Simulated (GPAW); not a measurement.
MoS2 (R3m): refractive index against wavelength

The refractive index of MoS2 (R3m) along x below the direct gap (1.69 eV on the mesh) is read from one computed spectrum, n = √(Re ε). x, y and z are the Cartesian axes of the input cell.

Symmetry: R3m, No. 160, trigonal system. The conventional cell has a = 3.160 Å, b = 3.160 Å, c = 18.450 Å, α = 90.00°, β = 90.00°, γ = 120.00°. Mo on site a has 6 S at 2.39 Å as nearest neighbours. Around S on site a lie 3 Mo at 2.39 Å. S on site a is surrounded by 3 Mo at 2.39 Å.

Method: GPAW 26.7.0, LDA, RPA, k-mesh 18×18×18, local fields up to 80 eV, Lorentzian half width 0.1 eV.

Launch of the response step: `OMP_NUM_THREADS=1 python df.py`. The run took 12.0 min, its band step included, on 1 thread of Intel(R) Xeon(R) 6975P-C (Granite Rapids), with other jobs on the host.

```
wavelength (nm)  photon energy E (eV)       n
           3000                 0.413  3.7347
           2000                 0.620  3.7702
           1550                 0.800  3.8154
           1310                 0.946  3.8641
           1064                 1.165       ?
```

In the single-oscillator model n² − 1 = E₀E_d/(E₀² − E²), so 1/(n² − 1) = E₀/E_d − E²/(E₀E_d) is linear in E².

Working, on the rows shown:

| x = E² (eV²) | y = 1/(n² − 1) |
| --- | --- |
| 0.170801 | 0.0772321 |
| 0.384302 | 0.075675 |
| 0.639837 | 0.0737611 |
| 0.895757 | 0.071781 |

Means: x̄ = 0.52267, ȳ = 0.074612. Σ(x − x̄)(y − ȳ) = -0.002225, Σ(x − x̄)² = 0.2959. Slope = -0.002225 / 0.2959 = -0.00752; intercept = ȳ − slope · x̄ = 0.078543. Turned back into n, the line misses the rows shown by at most 0.00072.

Predict the last column of the withheld row from the fit.

At x = 1.3578 the line gives y = 0.068332, that is 3.9540. The run gave 3.9636, so the extrapolation is off by 0.0096, 4 % of the range in the table.

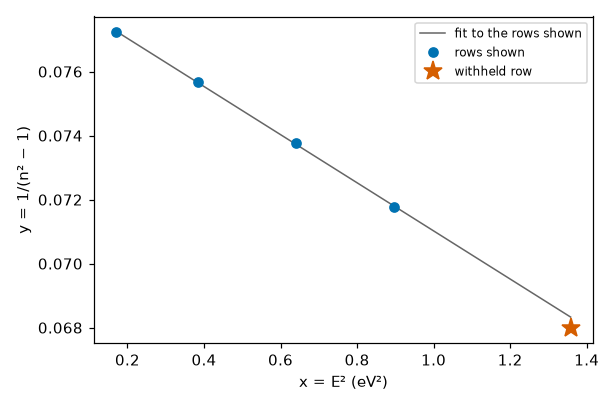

Refitted with all rows, the slope is -0.007795 and the intercept 0.078662. These give E₀ = √(intercept/−slope) = 3.18 eV and E_d = E₀/intercept = 40.4 eV; E₀ is 1.9 times the direct gap. The electronic limit at long wavelengths, without lattice vibrations, is n = √(1 + 1/intercept) = 3.703. Excitons are left out; LDA gaps are as a rule too small. The values come from a sum over the points of one k-mesh and carry its error, which grows as the direct gap shrinks. This version of GPAW has incomplete matrix elements in the optical limit, which can lower ε − 1 by up to a tenth where first-row anions or d states rule. Spin-orbit coupling is left out.

[Logs are printed without paths, hosts, clocks, repeated set-up lines and the standing remarks that a program may print on its own settings, such as how far it seeks lower states.]
